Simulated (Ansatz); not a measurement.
# AlGeH₆NSi: how energies converge with the basis set

Aim: see how fast density functionals converge with the basis set for AlGeH₆NSi.

The runs use Ansatz 0.2.0, Gaussian basis; one geometry, several basis sets.

Levels to be run: PBE0-D4/def2-SVP; ωB97M-V/def2-SVP; PBE0-D4/def2-QZVPP; ωB97M-V/def2-QZVPP; the functionals' def2-TZVPP values are taken from earlier runs.

## (1) Structure used throughout

All runs share one geometry, relaxed beforehand with PBE0-D4 in a triple-zeta def2 set.

SMILES `[SiH3][Al]1[NH][GeH2]1`, 10 atoms, charge 0, spin multiplicity 1.

Atoms are counted from 1 here; the program's logs count them from 0.

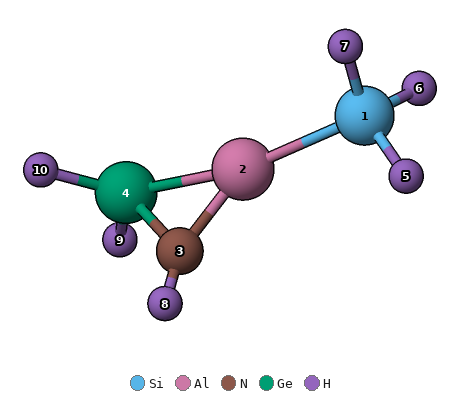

The geometry (silicon blue, aluminium pink, nitrogen brown, germanium teal, hydrogen purple); atoms are numbered from 1 in the order of the file.

Coordinates:

```
Si   -1.5573    1.3261   -1.4132
Al    0.0128    0.1143    0.0202
N     0.5176   -1.5167    0.4049
Ge    1.6819   -0.5380    1.5645
H    -2.5563    0.4064   -2.0231
H    -2.2814    2.3593   -0.6236
H    -0.8160    2.0131   -2.5066
H     0.4454   -2.5133    0.2794
H     1.4624   -0.9031    3.0523
H     3.1740   -0.7991    1.2482
```

## (2) PBE0-D4 in def2-SVP

File in.yaml:

```yaml
crystal:
  periodic: [false, false, false]
  atoms:
    - {symbol: Si, position_ang: [-1.557336, 1.326105, -1.413229]}
    - {symbol: Al, position_ang: [0.012834, 0.114301, 0.020218]}
    - {symbol: N, position_ang: [0.517641, -1.516670, 0.404877]}
    - {symbol: Ge, position_ang: [1.681857, -0.538024, 1.564495]}
    - {symbol: H, position_ang: [-2.556341, 0.406359, -2.023072]}
    - {symbol: H, position_ang: [-2.281392, 2.359270, -0.623649]}
    - {symbol: H, position_ang: [-0.816035, 2.013118, -2.506591]}
    - {symbol: H, position_ang: [0.445419, -2.513289, 0.279441]}
    - {symbol: H, position_ang: [1.462421, -0.903137, 3.052254]}
    - {symbol: H, position_ang: [3.174032, -0.799134, 1.248156]}
basis:
  gaussian: {orbitals: def2-SVP}
hamiltonian: {xc: pbe0, dispersion: d4}
output: {orbitals: {seedname: orbitals}}
```

Command:

```console
ansatz run in.yaml --threads 4 --pin off --events-out ev --progress --plain --max-ram 10444MiB
```

Further steps of the session: ωB97M-V in def2-SVP; PBE0-D4 in def2-QZVPP; ωB97M-V in def2-QZVPP.

Before running them: what should the planned runs give, taken together? Wanted: PBE0-D4: double and triple zeta above quadruple; ωB97M-V: double and triple zeta above quadruple.

The runs gave:

| quantity | value |
| --- | --- |
| PBE0-D4: double and triple zeta above quadruple | 15.84, 1.77 eV |
| ωB97M-V: double and triple zeta above quadruple | 15.84, 1.72 eV |

**Reading.** For PBE0-D4 the step from double to triple zeta gains 14.06 eV and the next only 1.77 eV. These are total energies; as a rule much of such shifts cancels in differences, which this series doesn't test.
